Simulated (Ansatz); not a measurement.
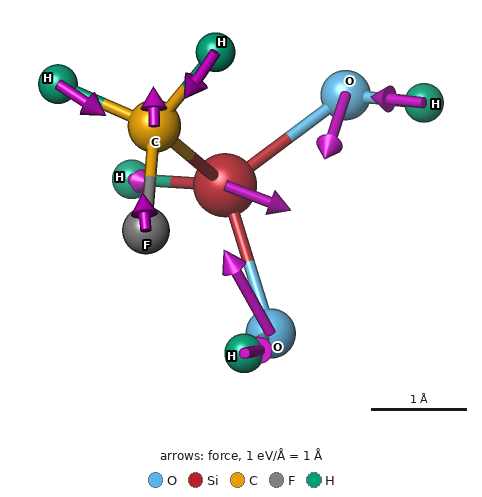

Starting geometry of CH5FO2Si with the computed forces as purple arrows. Style: ball-and-stick. Shown from a free direction.

The start comes from PBE-D4/def2-SVP.

All numbers below come from RKS PBE0-D4/def2-TZVP (Ansatz).

The input:
```yaml
crystal:
  periodic: [false, false, false]
  atoms:
    - {symbol: O, position_ang: [-1.481759, -0.903641, -0.472782]}
    - {symbol: Si, position_ang: [0.170694, -0.631857, -0.462336]}
    - {symbol: O, position_ang: [0.989754, -1.714449, 0.515232]}
    - {symbol: C, position_ang: [0.298166, 1.185002, 0.167014]}
    - {symbol: F, position_ang: [-1.002399, 1.732262, 0.197611]}
    - {symbol: H, position_ang: [-1.941142, -0.072148, -0.234306]}
    - {symbol: H, position_ang: [0.807671, -0.819951, -1.801054]}
    - {symbol: H, position_ang: [0.580804, -1.883626, 1.382342]}
    - {symbol: H, position_ang: [0.935959, 1.824221, -0.483583]}
    - {symbol: H, position_ang: [0.725353, 1.232989, 1.194661]}
basis:
  gaussian: {orbitals: def2-TZVP}
hamiltonian: {xc: pbe0, dispersion: d4}
relax: {f_tol: 0.005, max_steps: 150}
```

Run as
```bash
ansatz run in.yaml --threads 4 --pin off --events-out ev --progress --plain --max-ram 10444MiB
```

Q: Is this structure relaxed? If not, where do the atoms go?

A: It isn't relaxed: the largest force vector, on O1, is 1.09 eV/Å. The final displacements have little in common with the starting forces (cosine between the two patterns 0.20). Over 19 accepted moves (22 points after the start) the energy falls by 0.101 eV. Largest force component: 0.84 eV/Å at the start, 0.0021 eV/Å at the end. The line search rejected the trial steps at points 12, 14, 17 of the run. The forces were under the threshold at step 18, but the run went on from there. The atom that moves furthest after the best rigid fit is F5 (0.57 Å). Largest moves by element: F 0.57 Å, H 0.48 Å, O 0.29 Å, Si 0.08 Å, C 0.04 Å. Near-neighbour distances that change, for instance: Si2–O3 1.673 → 1.634 Å, Si2–C4 1.927 → 1.892 Å, O1–Si2 1.675 → 1.640 Å, O1–H6 0.979 → 0.960 Å. Among the angles between lasting bonds that change: Si2–O1–H6 108.9° → 116.1°, O1–Si2–C4 102.7° → 106.8°, O1–Si2–O3 112.4° → 109.6°. Groups turn about Si2–C4 by about 35°, O1–Si2 by about 25°. Cost: 62 s on 4 threads of Arm Neoverse V1, with other jobs on the host.
